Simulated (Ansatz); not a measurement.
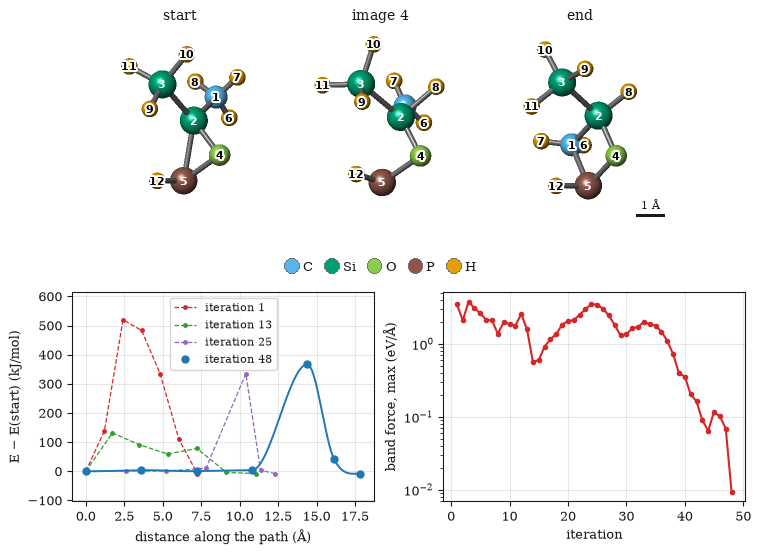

A search for the minimum-energy path of CH7OPSi2 by the nudged elastic band. Images are numbered from 0 (start) to 6 (end). The plot follows the band through its iterations. Style: ball-and-stick. Shown from a free direction.

Theory: RKS PBE/def2-SVP in Ansatz 0.2.0. Settings: 5 movable images; climbing image; force threshold 0.03 eV/Å; iteration limit 60; starting path by straight interpolation.

How did the profile develop, and is the result final?

The run is converged, with reservations. The band converged in 48 iterations. The largest component of the band force went from 3.5 to 0.0094 eV/Å. The climbing image converged on the top of the path. Its curvatures weren't checked. The straight starting path can push atoms close together and costs iterations. The first iteration put the highest image at 519.6 kJ/mol. The highest point, image 4, lies 367.4 kJ/mol above the start and 375.1 kJ/mol above the end; the end is at −7.7 kJ/mol relative to the start.

The run took 3.2 min on 2 threads of AMD EPYC 9R45 96-Core Processor (Zen 5), on a shared host, peak memory 0.18 GiB.
